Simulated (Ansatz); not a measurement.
The parent structure is ZnS in the zinc blende structure (space group F-43m, No. 216; a = 5.3566 Å).

Modification: the cell is scaled by 0.9750 in all directions; the atoms relax in the strained cell.

Calculations: PBEsol (Ansatz, a program for electronic structure; PAW; 420 eV plane waves; scalar-relativistic without spin-orbit coupling).

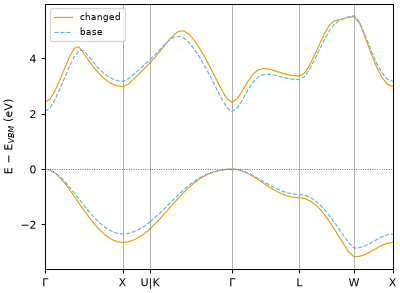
Figure. Highest valence and lowest conduction band along the path, each from its own valence-band maximum

**Question.** Read the changed gap and its character from the plot.

**Answer.** About 2.4 eV, direct at Γ.

No phonon test of stability was made.
